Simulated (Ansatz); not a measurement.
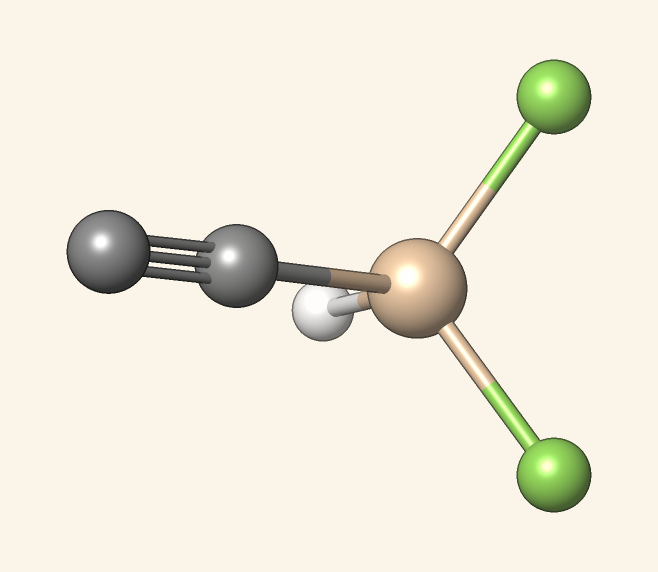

Colours: carbon grey, silicon light orange, fluorine green, hydrogen white.

Charge 0, doublet.

> Which formula does it have?

C₂HF₂Si, 6 atoms: 2 carbon, 1 hydrogen, 2 fluorine and 1 silicon.

> How many sets of symmetry-equivalent atoms are there?

5: 1 C, 1 C, 1 Si, 2 F, 1 H.

> What is the point group of this geometry?

Cs.

> Count the bonded pairs by element.

2 F–Si, 1 C–C, 1 C–Si, 1 Si–H.

More results for the same structure follow; atom numbers are the same in all pictures, views and colours differ. Computed geometry: PBE0-D4/def2-TZVP optimisation.

## Shape

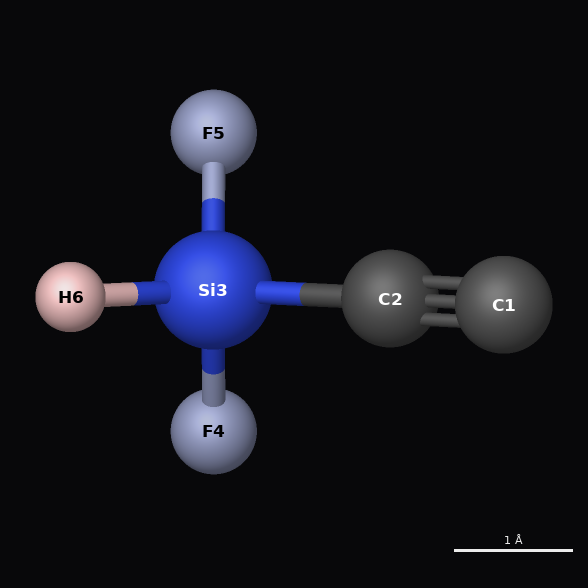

The atoms are numbered.

Give the bond lengths.

```
  bond  length (Å)   order
 C1–C2       1.211  triple
C2–Si3       1.812  single
Si3–F4       1.580  single
Si3–F5       1.580  single
Si3–H6       1.468  single
```

## Charges

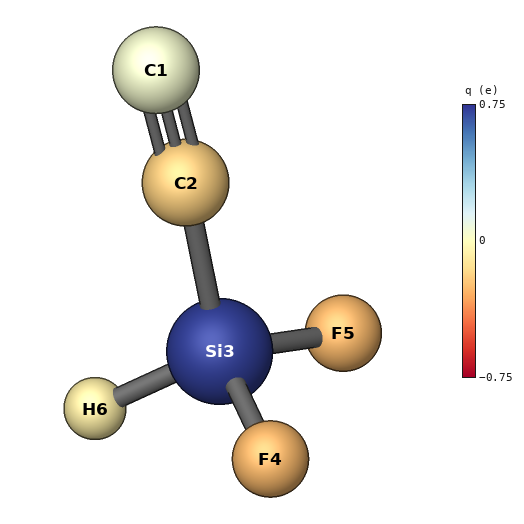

Atoms are coloured by their Mulliken charges. Level of theory: UKS PBE-D4/def2-TZVPP (Ansatz 0.2.0).

> Which atom carries the highest charge (most positive or least negative)?

Si3 (0.72 e).

> And the lowest?

F4, F5 (−0.25 e).

List the Mulliken charges.

```csv
atom,value (e)
C1,0.05
C2,−0.19
Si3,0.72
F4,−0.25
F5,−0.25
H6,−0.07
```

## Levels of theory compared

Program: Ansatz 0.2.0.

Tabulate HOMO energy (eV), dipole (D) at these levels: B3LYP-D4/def2-TZVPP; PBE-D4/def2-TZVPP; r2SCAN-D4/def2-TZVPP; ωB97M-V/def2-TZVPP.

```json
{"level": "B3LYP-D4/def2-TZVPP", "HOMO energy (eV)": "−8.87", "dipole (D)": "1.36"}
{"level": "PBE-D4/def2-TZVPP", "HOMO energy (eV)": "−7.86", "dipole (D)": "1.20"}
{"level": "r2SCAN-D4/def2-TZVPP", "HOMO energy (eV)": "−8.09", "dipole (D)": "1.33"}
{"level": "ωB97M-V/def2-TZVPP", "HOMO energy (eV)": "−11.37", "dipole (D)": "1.36"}
```

## Vibrations

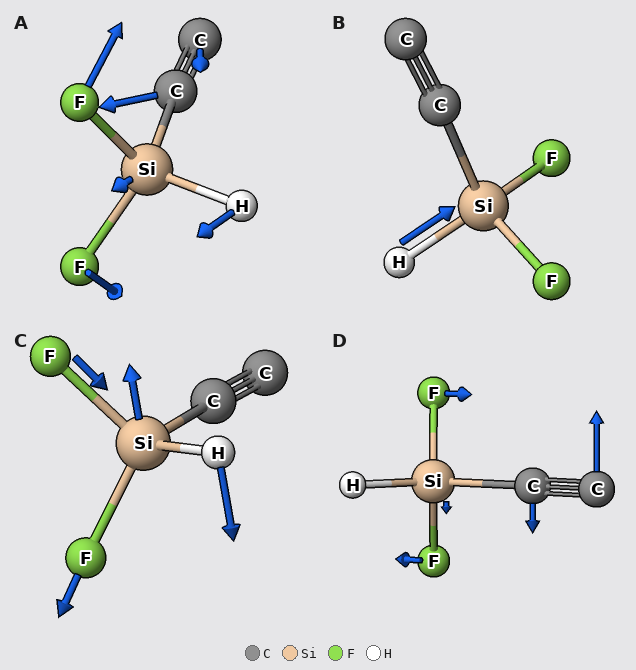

4 normal modes of one molecule or complex, as arrows. Harmonic vibrations computed with UKS PBE0-D4/def2-TZVP (Ansatz 0.2.0) at a stationary point of the same level.

> Match the panels to the wavenumbers 119 cm⁻¹, 295 cm⁻¹, 980 cm⁻¹, 2323 cm⁻¹.

A: 295 cm⁻¹, angle bending
B: 2323 cm⁻¹, Si–H stretching
C: 980 cm⁻¹
D: 119 cm⁻¹

## Thermal motion

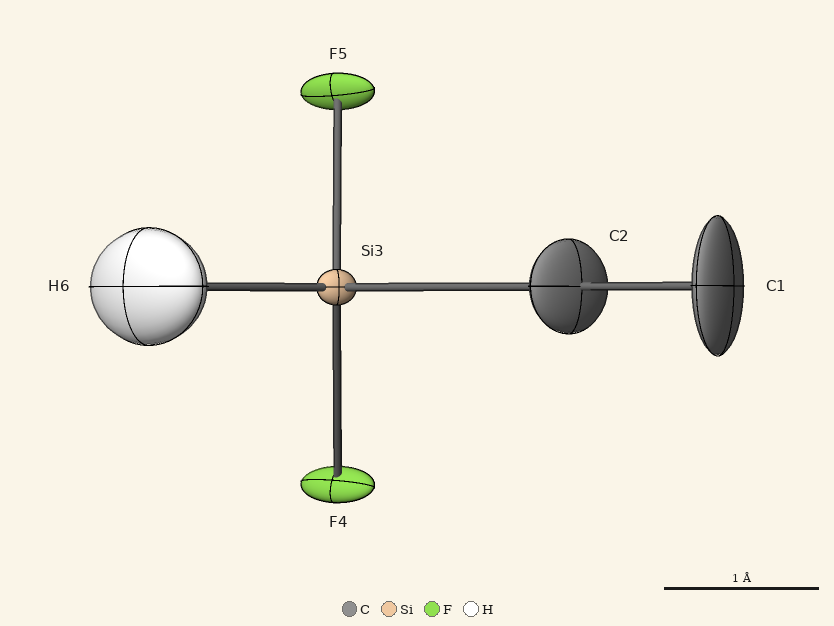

Displacement ellipsoids at the 50 % level, enlarged 1.5 times, from the internal vibrations of the free molecule (harmonic, no overall translation or rotation; no half-axis is drawn under 0.075 Å). Vibrations computed with UKS PBE0-D4/def2-TZVP (Ansatz 0.2.0). Temperature: 600 K.

> Which atom moves most?

H6, with U_eq = 0.0289 Å².

> Does H6 move more along its bond or across it?

Across it: the root-mean-square amplitude is 0.099 Å along the bond and up to 0.225 Å across, since bending and torsion are softer than stretching.

Give the displacement parameters, one line for each set of equivalent atoms.

```csv
atom,U_eq (Å²),rms amplitudes (Å)
C1,0.0202,"0.050, 0.141, 0.195"
C2,0.0146,"0.050, 0.132, 0.154"
Si3,0.0023,"0.035, 0.050, 0.056"
"F4, F5",0.0062,"0.031, 0.054, 0.121"
H6,0.0289,"0.095, 0.164, 0.225"
```

Mulliken values depend strongly on the basis set and can even reverse the polarity of a bond.
